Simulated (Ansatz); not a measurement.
**RPA@PBE/STO-3G run of SiH4S (Si(SH)H3)**

Aim: the electronic atomisation energy of SiH4S (Si(SH)H3) at RPA@PBE/STO-3G, from 4 runs. 

The calculation is run with Ansatz 0.2.0.

54 further runs of the same task are left out: 54 set aside as unsound or not needed.

**1. The system as given**

SiH4S has 6 atoms, charge 0, and is taken as a singlet. As SMILES, `[H][Si]([H])([H])S`. Geometry: relaxed at GFN2-xTB.

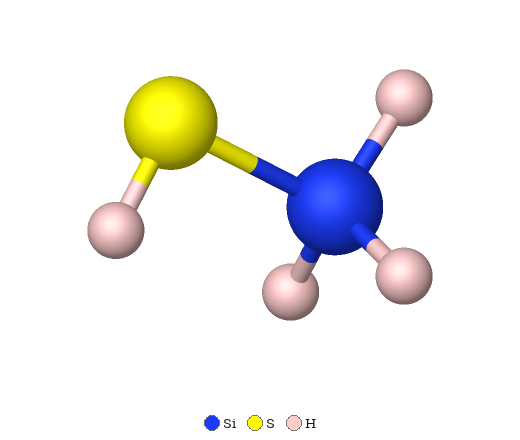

Viewed from a chosen angle; silicon blue, sulfur yellow, hydrogen pink.

**2. The energy at RPA@PBE/STO-3G**

molecule.yaml reads:

```yaml
crystal:
  periodic: [false, false, false]
  atoms:
    - {symbol: Si, position_ang: [0.201210, -0.014540, -0.544580]}
    - {symbol: S, position_ang: [0.253720, 0.019820, 1.601470]}
    - {symbol: H, position_ang: [-1.056810, 0.059910, 1.795240]}
    - {symbol: H, position_ang: [1.606010, -0.020690, -0.909950]}
    - {symbol: H, position_ang: [-0.503230, 1.180600, -0.990160]}
    - {symbol: H, position_ang: [-0.500900, -1.225100, -0.952020]}
basis:
  gaussian: {orbitals: STO-3G}
magnetization: {spin_polarized: false, initial_magnetization: 0}
accuracy: high
hamiltonian: {xc: {name: PBE}}
correlation: {method: rpa, frozen_orbitals: {H: 0, S: 5, Si: 5}}
```

Launch:

```console
$ ansatz run molecule.yaml --threads 1 --pin off --max-ram 2610MiB --events-out events.jsonl --progress --plain --runs-dir runs
```

Output:

```text
Warning: RAYON_NUM_THREADS=1 ignored (pool sized by the plan → 1); use --threads N
Functional definition: PBE
  name "PBE"
  parameter kappa = 0.804
  parameter beta = 0.06672455060314922
  exchange = pbe_x(kappa = kappa, mu = beta*pi^2/3)
  correlation = pbe_c(beta = beta)
388 factors; integrals over basis functions are off by at most 9.1e-9 eV
mean field evaluation 1: about -18555.9634 eV, gradient 1.7e1 eV
mean field evaluation 2: about -18555.9087 eV, gradient 1.7e1 eV
mean field evaluation 4: about -18556.9694 eV, gradient 1.7e0 eV
mean field evaluation 8: about -18556.9836 eV, gradient 4.2e-3 eV
mean field evaluation 16: about -18556.9836 eV, gradient 2.3e-8 eV
mean field -18556.98361658 eV, -681.9565695340 hartree, gradient 2.4e-8 eV, S^2 0.000000; 0 other end points of the search recorded, 0 dependent functions left out
10 core orbitals not correlated: weight in the atoms' cores, before any rotation towards them, 0.999 or more for the frozen orbitals, at most 0.000 for the correlated occupied ones
reference -18533.69314312 eV, -681.1006604211 hartree; 7, 7 occupied and 5, 5 virtual orbitals, 388 factors
Total energy: -18537.81723352 eV, -681.2522179479 hartree
```

It took 1.9 s on 1 thread of Arm Neoverse V1, shared host; peak memory 0.1 GiB.

**3. The H atom**

molecule.yaml reads:

```yaml
crystal:
  periodic: [false, false, false]
  atoms:
    - {symbol: H, position_ang: [0.000000, 0.000000, 0.000000]}
basis:
  gaussian: {orbitals: STO-3G}
magnetization: {spin_polarized: true, initial_magnetization: 1}
hamiltonian: {xc: {name: PBE}}
correlation: {method: rpa, frozen_orbitals: {H: 0}}
accuracy: high
```

Run the same way, it converges to -0.46658 Eh (log not shown).

**4. The S atom, same level**

job.yaml reads:

```yaml
crystal:
  periodic: [false, false, false]
  atoms:
    - {symbol: S, position_ang: [0.000000, 0.000000, 0.000000]}
basis:
  gaussian:
    orbitals: STO-3G
magnetization:
  spin_polarized: true
  initial_magnetization: 2
hamiltonian:
  xc: pbe
correlation:
  method: rpa
  frozen_orbitals: {S: 5}
accuracy: high
```

Launch:

```console
$ ansatz run job.yaml --threads 1 --pin off --max-ram 2610MiB --events-out events.jsonl --progress --plain --runs-dir runs
```

Output, cut to the lines that bear on the results:

```text
Warning: RAYON_NUM_THREADS=1 ignored (pool sized by the plan → 1); use --threads N
Functional definition: PBE
  name "PBE"
[...]
42 factors; integrals over basis functions are off by at most 2.4e-9 eV
[...]
mean field -10707.10759544 eV, -393.4789465942 hartree, gradient 1.8e-10 eV, S^2 2.000000; 6 other end points of the search recorded, 0 dependent functions left out
5 core orbitals not correlated: weight in the atoms' cores, before any rotation towards them, 1.000 or more for the frozen orbitals, at most 0.000 for the correlated occupied ones
reference -10697.59903210 eV, -393.1295133368 hartree; 4, 2 occupied and 0, 2 virtual orbitals, 42 factors
Total energy: -10698.39347051 eV, -393.1587084096 hartree
```

Run time: 0.72 s. Hardware: 1 thread of Arm Neoverse V1, shared host.

**5. The Si atom, same level**

in.yaml reads:

```yaml
basis:
  gaussian: {orbitals: STO-3G}
crystal:
  periodic: [false, false, false]
  atoms:
    - symbol: Si
      position_ang: [0.000000, 0.000000, 0.000000]
magnetization: {spin_polarized: true, initial_magnetization: 2}
hamiltonian: {xc: {name: PBE}}
correlation: {method: rpa, frozen_orbitals: {Si: 5}}
accuracy: high
```

Run the same way, it converges to -285.51519 Eh (log not shown).

**6. What came out**

Level: RPA@PBE/STO-3G, 10 core orbitals frozen.

```
                                  quantity          value
                    molecule: total energy  -681.25222 Eh
molecule: RPA correlation energy (valence)     -151.6 mEh
                      H atom: total energy    -0.46658 Eh
            H atom: RPA correlation energy        0.0 mEh
 H atom: ⟨S²⟩ of the reference determinant          0.750
                      S atom: total energy  -393.15871 Eh
  S atom: RPA correlation energy (valence)      -29.2 mEh
 S atom: ⟨S²⟩ of the reference determinant          2.000
                     Si atom: total energy  -285.51519 Eh
 Si atom: RPA correlation energy (valence)      -51.1 mEh
Si atom: ⟨S²⟩ of the reference determinant          2.000
             electronic atomisation energy      19.374 eV
```

In words: Taking the molecule apart into free atoms costs 19.37 eV (1869 kJ/mol), before zero-point energy and without spin-orbit coupling. In a minimal basis such a difference can be off by several eV, whatever the method.
